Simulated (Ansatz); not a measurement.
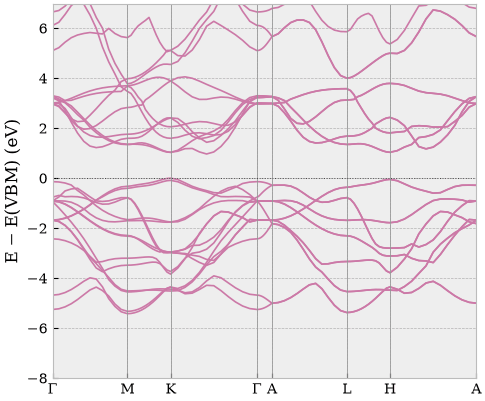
Band structure from the program Ansatz at the PBE level (PAW)

### Question
Read off the gap and where the band edges lie.

### Answer
About 1.0 eV (0.97 eV by a search for the band edges); maximum at K, minimum on the K–Γ line, 42 % of the way from K.

The material is Te2Mo in space group P6_3/mmc (No. 194; Mo on 2c, Te on 4f).

The PBE relaxation kept the symmetry of its start. The run is not spin-polarised. A crystal of weakly bound layers computed without a dispersion correction: the cell and the soft elastic constants depend strongly on that. Scalar-relativistic: spin–orbit coupling is off unless named, which matters more the heavier the elements.

Potentials: the later of the program's two PAW sets.
